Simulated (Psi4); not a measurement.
Single-point calculation of C2H4Si (part 1 of 3)

The run: single-point calculation of C2H4Si, SMILES C#C[SiH3]. Method and program: CASSCF/3-21G, RHF, DKH3 (Psi4 1.11).

The geometry comes from this level: PBE0-D4/def2-TZVP (4 decimals).

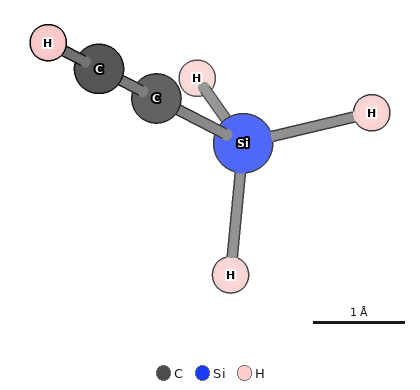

**Figure 1.** The structure (ball-and-stick view, seen at a tilt). Bond lengths as drawn: C–C 1.21 Å, C–H 1.07 Å, C–Si 1.82 Å and H–Si 1.48 Å.

**Input file (calc.py)**
```python
import psi4
from rdkit import Chem

psi4.set_memory('1600 MB')
psi4.set_num_threads(1)
psi4.core.set_output_file('c2h4si.out', False)

rd = Chem.SDMolSupplier('c2h4si.sdf', removeHs=False, sanitize=False)[0]
xyz = rd.GetConformer().GetPositions()
atoms = '\n'.join(f'{a.GetSymbol()} {x:.4f} {y:.4f} {z:.4f}' for a, (x, y, z) in zip(rd.GetAtoms(), xyz))
molecule = psi4.geometry('0 1\n' + atoms + '\nsymmetry c1')

psi4.set_options({
    'scf_type': 'pk',
    'restricted_docc': [11],
    'mcscf_type': 'conv',
    'mcscf_algorithm': 'ah',
    'mcscf_maxiter': 60,
    'active': [8],
    'nat_orbs': True,
    'print_mos': True,
    'relativistic': 'dkh',
    'dkh_order': 3,
})

energy_value, wavefunction = psi4.energy('casscf/3-21G', return_wfn=True)
print(f'casscf/3-21G energy: {energy_value:.10f} Eh')
```

**File c2h4si.sdf**
```

     RDKit          3D

  7  6  0  0  0  0  0  0  0  0999 V2000
   -0.5807   -1.8714    0.1722 C   0  0  0  0  0  0  0  0  0  0  0  0
   -0.2185   -0.7265    0.0624 C   0  0  0  0  0  0  0  0  0  0  0  0
    0.3298    1.0043   -0.1038 Si  0  0  0  0  0  4  0  0  0  0  0  0
   -0.9010   -2.8835    0.2693 H   0  0  0  0  0  0  0  0  0  0  0  0
   -0.0945    1.5283   -1.4250 H   0  0  0  0  0  0  0  0  0  0  0  0
   -0.2817    1.8181    0.9749 H   0  0  0  0  0  0  0  0  0  0  0  0
    1.8079    1.0629    0.0044 H   0  0  0  0  0  0  0  0  0  0  0  0
  2  1  3  0
  3  2  1  0
  4  1  1  0
  5  3  1  0
  6  3  1  0
  7  3  1  0
M  END
$$$$
```

Launched with:
```bash
python calc.py
```

**Output**
```
Relativistic analytic gradients are not implemented yet, re-routing to finite differences.

   => Loading Basis Set <=

    Name: 3-21G
    Role: ORBITAL
    Keyword: BASIS

         ---------------------------------------------------------
                                   SCF
                              RHF Reference
                        1 Threads,   1525 MiB Core
         ---------------------------------------------------------

  ==> Geometry <==

    Molecular point group: c1
    Full point group: C1

    Geometry (in Angstrom), charge = 0, multiplicity = 1:

       Center              X                  Y                   Z               Mass
    ------------   -----------------  -----------------  -----------------  -----------------
         C           -0.583757463625    -1.843907016579     0.176959752734    12.000000000000
         C           -0.221557463625    -0.699007016579     0.067159752734    12.000000000000
         SI           0.326742536375     1.031792983421    -0.099040247266    27.976926534650
         H           -0.904057463625    -2.856007016579     0.274059752734     1.007825032230
         H           -0.097557463625     1.555792983421    -1.420240247266     1.007825032230
         H           -0.284757463625     1.845592983421     0.979659752734     1.007825032230
         H            1.804842536375     1.090392983421     0.009159752734     1.007825032230

  Running in c1 symmetry.

  Rotational constants: A =      2.84532  B =      0.16144  C =      0.16144 [cm^-1]
  Rotational constants: A =  85300.42220  B =   4839.89335  C =   4839.88315 [MHz]
  Nuclear repulsion =   83.047890735857266

  Charge       = 0
  Multiplicity = 1
  Electrons    = 30
  Nalpha       = 15
  Nbeta        = 15

  ==> Algorithm <==

  SCF Algorithm Type is PK.
  DIIS enabled.
  MOM disabled.
  Fractional occupation disabled.
  Guess Type is SAD.
  Energy threshold   = 1.00e-08
  Density threshold  = 1.00e-08
  Integral threshold = 1.00e-12

  ==> Primary Basis <==

  Basis Set: 3-21G
    Blend: 3-21G
    Number of shells: 25
    Number of basis functions: 39
    Number of Cartesian functions: 39
    Spherical Harmonics?: false
    Max angular momentum: 1

   => Loading Basis Set <=

    Name: (3-21G AUX)
    Role: DECON
    Keyword: BASIS_RELATIVISTIC

  ==> Integral Setup <==

  Using in-core PK algorithm.
   Calculation information:
      Number of atoms:                   7
      Number of AO shells:              25
      Number of primitives:             45
      Number of atomic orbitals:        39
      Number of basis functions:        39

      Integral cutoff                 1.00e-12
      Number of threads:                 1

  Performing in-core PK
  Using 609180 doubles for integral storage.
  We computed 47665 shell quartets total.
  Whereas there are 52975 unique shell quartets.

  ==> DiskJK: Disk-Based J/K Matrices <==

    J tasked:                  Yes
    K tasked:                  Yes
    wK tasked:                  No
    Memory [MiB]:             1144
    Schwarz Cutoff:          1E-12

    Computing 3-order Douglas-Kroll-Hess integrals.
    Adding Douglas-Kroll-Hess corrections to the potential integrals.
  Minimum eigenvalue in the overlap matrix is 2.3007896166E-03.
  Reciprocal condition number of the overlap matrix is 6.3332406399E-04.
    Using symmetric orthogonalization.

  ==> Pre-Iterations <==

  SCF Guess: Superposition of Atomic Densities via on-the-fly atomic UHF (no occupation information).

   -------------------------
    Irrep   Nso     Nmo
   -------------------------
     A         39      39
   -------------------------
    Total      39      39
   -------------------------

  ==> Iterations <==

                        Total Energy        Delta E     RMS |[F,P]|

   @RHF iter SAD:  -364.49218885871716   -3.64492e+02   0.00000e+00
   @RHF iter   1:  -365.46752284645368   -9.75334e-01   5.31790e-03 DIIS/ADIIS
   @RHF iter   2:  -365.49646843225486   -2.89456e-02   2.20194e-03 DIIS/ADIIS
   @RHF iter   3:  -365.50070123689000   -4.23280e-03   8.53440e-04 DIIS/ADIIS
   @RHF iter   4:  -365.50140795982685   -7.06723e-04   2.50528e-04 DIIS/ADIIS
   @RHF iter   5:  -365.50149891213300   -9.09523e-05   3.50380e-05 DIIS
   @RHF iter   6:  -365.50150138743345   -2.47530e-06   4.99963e-06 DIIS
   @RHF iter   7:  -365.50150143976720   -5.23337e-08   9.81357e-07 DIIS
   @RHF iter   8:  -365.50150144185932   -2.09212e-09   1.15573e-07 DIIS
   @RHF iter   9:  -365.50150144188422   -2.48974e-11   1.64843e-08 DIIS
   @RHF iter  10:  -365.50150144188416    5.68434e-14   2.24391e-09 DIIS
  Energy and wave function converged.

  ==> Post-Iterations <==

    Orbital Energies [Eh]
    ---------------------

    Doubly Occupied:

       1A    -68.496226     2A    -11.195052     3A    -11.177522
       4A     -6.157022     5A     -4.227922     6A     -4.227921
       7A     -4.227362     8A     -1.031894     9A     -0.786866
      10A     -0.714810    11A     -0.554274    12A     -0.499957
      13A     -0.499935    14A     -0.401793    15A     -0.401790

    Virtual:

      16A      0.156682    17A      0.156689    18A      0.172745
      19A      0.287002    20A      0.287018    21A      0.289206
      22A      0.324741    23A      0.417951    24A      0.479820
      25A      0.479822    26A      0.532693    27A      0.791428
      28A      0.987912    29A      0.987914    30A      1.141938
      31A      1.141947    32A      1.228886    33A      1.283107
      34A      1.352562    35A      1.352797    36A      1.352821
      37A      1.531303    38A      1.665014    39A      2.298609

    Final Occupation by Irrep:
              A
    DOCC [    15 ]
    NA   [    15 ]
    NB   [    15 ]

  @RHF Final Energy:  -365.50150144188416

   => Energetics <=

    Nuclear Repulsion Energy =             83.0478907358572656
    One-Electron Energy =                -667.8980903135159224
    Two-Electron Energy =                 219.3486981357745549
    Total Energy =                       -365.5015014418841588

Computation Completed

Properties will be evaluated at   0.000000,   0.000000,   0.000000 [a0]

Properties computed using the SCF density matrix

 Multipole Moments:

 ------------------------------------------------------------------------------------
     Multipole            Electronic (a.u.)      Nuclear  (a.u.)        Total (a.u.)
 ------------------------------------------------------------------------------------

 L = 1.  Multiply by 2.5417464519 to convert [e a0] to [Debye]
 Dipole X            :         -0.5485712            0.4931733           -0.0553979
 Dipole Y            :         -1.7317698            1.5559807           -0.1757892
 Dipole Z            :          0.1666155           -0.1496803            0.0169352
 Magnitude           :                                                    0.1850880

 ------------------------------------------------------------------------------------

  ==> Molecular Orbitals <==

                            1            2            3            4            5

 1    C1 s         -0.0000573    0.9848631    0.0589542    0.0005032   -0.0000003
 2    C1 s         -0.0001898    0.0941395    0.0120466    0.0024588   -0.0000027
 3    C1 px         0.0000910    0.0005757    0.0015288   -0.0002753   -0.0005180
 4    C1 py         0.0002876    0.0018206    0.0048330   -0.0008685    0.0001925
 5    C1 pz        -0.0000276   -0.0001745   -0.0004635    0.0000834    0.0003213
 6    C1 s          0.0103862   -0.0908530   -0.0522422   -0.0792568   -0.0000100
 7    C1 px         0.0019601   -0.0118254   -0.0111292   -0.0170571    0.0022353
 8    C1 py         0.0061985   -0.0373822   -0.0351749   -0.0539325   -0.0008373
 9    C1 pz        -0.0005942    0.0035848    0.0033738    0.0051711   -0.0013869
 10   C2 s         -0.0000389    0.0575085   -0.9852864   -0.0005263   -0.0000003
 11   C2 s         -0.0000874   -0.0010511   -0.0977589   -0.0038896   -0.0000004
 12   C2 px        -0.0000805    0.0016489    0.0005522    0.0006405   -0.0001021
 13   C2 py        -0.0002543    0.0052105    0.0017493    0.0020224    0.0000377
 14   C2 pz         0.0000244   -0.0004999   -0.0001674   -0.0001941    0.0000633
 15   C2 s         -0.0072487    0.0589956    0.0965465    0.0748989   -0.0000036
 16   C2 px         0.0032569   -0.0130603   -0.0076159   -0.0225305   -0.0010909
 17   C2 py         0.0102889   -0.0412741   -0.0240867   -0.0711854    0.0003865
 18   C2 pz        -0.0009873    0.0039592    0.0023087    0.0068296    0.0006748
 19   SI3 s         0.9881442    0.0000102    0.0000357   -0.2888162    0.0000007
 20   SI3 s         0.0450423    0.0004383    0.0008992    1.0050098   -0.0000025
 21   SI3 px       -0.0000893    0.0000474    0.0001252    0.0000085    0.7887493
 22   SI3 py       -0.0002818    0.0001487    0.0003946    0.0000236   -0.2977527
 23   SI3 pz        0.0000271   -0.0000144   -0.0000379   -0.0000024   -0.4895779
 24   SI3 s        -0.0134545    0.0041901    0.0076795    0.1161483    0.0000040
 25   SI3 px        0.0007404   -0.0012097   -0.0005205   -0.0047358    0.0703727
 26   SI3 py        0.0023365   -0.0038131   -0.0016386   -0.0149438   -0.0265755
 27   SI3 pz       -0.0002246    0.0003667    0.0001576    0.0014360   -0.0436813
 28   SI3 s         0.0008228    0.0077669   -0.0225907   -0.0315476    0.0000154
 29   SI3 px        0.0001758   -0.0008370    0.0025269   -0.0008204   -0.0217743
 30   SI3 py        0.0005530   -0.0026390    0.0079845   -0.0025756    0.0082184
 31   SI3 pz       -0.0000531    0.0002535   -0.0007655    0.0002488    0.0135152
 32   H4 s          0.0002919   -0.0048817   -0.0009396   -0.0026157    0.0000005
 33   H4 s          0.0015012   -0.0002197   -0.0092399   -0.0154355    0.0000036
 34   H5 s          0.0007894   -0.0000009   -0.0003716   -0.0042554   -0.0007207
 35   H5 s          0.0005580   -0.0012605    0.0048064    0.0033794    0.0004776
 36   H6 s          0.0007899   -0.0000012   -0.0003717   -0.0042568    0.0057856
 37   H6 s          0.0005579   -0.0012605    0.0048054    0.0033780   -0.0038640
 38   H7 s          0.0007897   -0.0000006   -0.0003714   -0.0042562   -0.0050583
 39   H7 s          0.0005574   -0.0012601    0.0048077    0.0033822    0.0033721

            Ene   -68.4962263  -11.1950524  -11.1775225   -6.1570215   -4.2279216
            Sym             A            A            A            A            A
            Occ             2            2            2            2            2

                            6            7            8            9           10

 1    C1 s         -0.0000002   -0.0002919    0.1771956    0.0892838    0.0637775
 2    C1 s         -0.0000010   -0.0008409   -0.2046692   -0.1031857   -0.0683690
 3    C1 px        -0.0003225    0.0004365   -0.0482465    0.0240967    0.1026841
 4    C1 py         0.0000494    0.0013797   -0.1524991    0.0760981    0.3245224
 5    C1 pz        -0.0005496   -0.0001320    0.0146255   -0.0073045   -0.0311291
 6    C1 s          0.0000261    0.0714937   -0.4106671   -0.0892294   -0.1579051
 7    C1 px         0.0013989    0.0143583   -0.0206441    0.0509908    0.0881132
 8    C1 py        -0.0001941    0.0453992   -0.0652765    0.1611704    0.2784722
 9    C1 pz         0.0023718   -0.0043539    0.0062582   -0.0154581   -0.0267120
 10   C2 s          0.0000003    0.0009032    0.1745868   -0.0730380   -0.0656463
 11   C2 s          0.0000016    0.0037048   -0.1936869    0.0716641    0.0712699
 12   C2 px        -0.0000637   -0.0002619    0.0505014    0.0513113   -0.0391292
 13   C2 py         0.0000093   -0.0008268    0.1596624    0.1620430   -0.1236583
 14   C2 pz        -0.0001083    0.0000795   -0.0153098   -0.0155531    0.0118609
 15   C2 s         -0.0000251   -0.0586605   -0.3158643    0.1078035    0.0345619
 16   C2 px        -0.0006684    0.0227104   -0.0141629    0.0746807    0.0038322
 17   C2 py         0.0001264    0.0717475   -0.0446743    0.2358929    0.0121219
 18   C2 pz        -0.0011536   -0.0068841    0.0042925   -0.0226368   -0.0011623
 19   SI3 s        -0.0000000   -0.0007260   -0.0084643    0.0487792   -0.0257259
 20   SI3 s        -0.0000003    0.0021674    0.0420464   -0.2518068    0.1333104
 21   SI3 px        0.4919738    0.2931229   -0.0066022    0.0080573    0.0057306
 22   SI3 py       -0.0751606    0.9232236   -0.0208474    0.0254365    0.0180941
 23   SI3 pz        0.8383208   -0.0892497    0.0020017   -0.0024487   -0.0017315
 24   SI3 s        -0.0000035   -0.0112295   -0.0549073    0.3165882   -0.1757863
 25   SI3 px        0.0438971    0.0315326    0.0069338   -0.0060643   -0.0094176
 26   SI3 py       -0.0067014    0.0993487    0.0219003   -0.0191543   -0.0297380
 27   SI3 pz        0.0747973   -0.0095937   -0.0021022    0.0018496    0.0028444
 28   SI3 s        -0.0000045   -0.0266312    0.0413544    0.1537976   -0.1594606
 29   SI3 px       -0.0135814   -0.0073203   -0.0080997    0.0069255   -0.0000367
 30   SI3 py        0.0020757   -0.0230643   -0.0255711    0.0218341   -0.0001224
 31   SI3 pz       -0.0231432    0.0022308    0.0024540   -0.0021007    0.0000131
 32   H4 s          0.0000009    0.0019700   -0.0708378   -0.1200372   -0.2519239
 33   H4 s          0.0000059    0.0122358   -0.0156282   -0.0259869   -0.1212740
 34   H5 s          0.0062600   -0.0025572   -0.0068780    0.0873364   -0.0628573
 35   H5 s         -0.0041778    0.0073990   -0.0151161    0.0862317   -0.0577072
 36   H6 s         -0.0025044   -0.0025505   -0.0068792    0.0873581   -0.0628765
 37   H6 s          0.0016721    0.0073954   -0.0151150    0.0862528   -0.0577264
 38   H7 s         -0.0037566   -0.0025593   -0.0068796    0.0873532   -0.0628693
 39   H7 s          0.0025079    0.0073975   -0.0151181    0.0862420   -0.0577201

            Ene    -4.2279210   -4.2273623   -1.0318937   -0.7868656   -0.7148100
            Sym             A            A            A            A            A
            Occ             2            2            2            2            2

                           11           12           13           14           15
```
